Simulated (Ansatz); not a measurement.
# Effect of Pb → Cu on Pb

Consider Pb in the fcc (Cu type) structure (space group Fm-3m, No. 225; a = 4.9312 Å).

Now apply this change: full substitution Pb → Cu; the structure is relaxed again.

The values are results of Ansatz (a first-principles code), PBEsol, PAW, cutoff 420 eV, without spin-orbit coupling, not measurements. k-mesh 22×22×22 (Γ-centred); smearing 0.05 eV (Fermi–Dirac), for the changed cell.

```
quantity                                  base          changed        shift
-----------------------------  ---------------  ---------------  -----------
volume per atom                       29.98 Å³         11.32 Å³    -18.66 Å³
density                            11.48 g/cm³       9.33 g/cm³  -2.15 g/cm³
lattice parameter a                    4.931 Å          3.564 Å     -1.367 Å
space group                    Fm-3m (No. 225)  Fm-3m (No. 225)            –
shortest interatomic distance          3.487 Å          2.520 Å     -0.967 Å
band gap                                  zero             zero            –
```

Final structure:

```xyz
1
Lattice="0.0000 1.7819 1.7819 1.7819 0.0000 1.7819 1.7819 1.7819 0.0000" Properties=species:S:1:pos:R:3 pbc="T T T"
Cu     0.0000     0.0000     0.0000
```

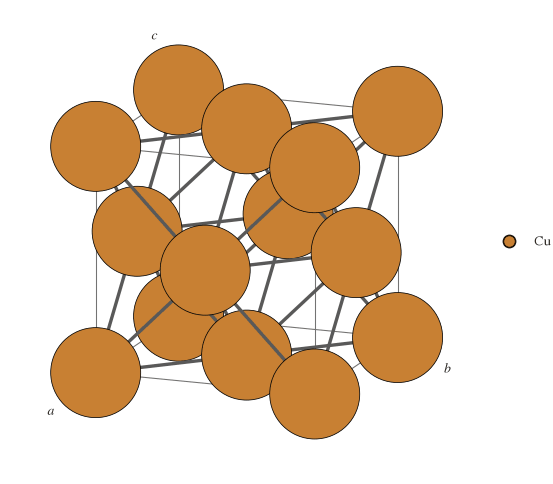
Fig. 1. The relaxed conventional cell after the change

Whether these cells are dynamically stable was not tested. All final runs are without spin polarisation.
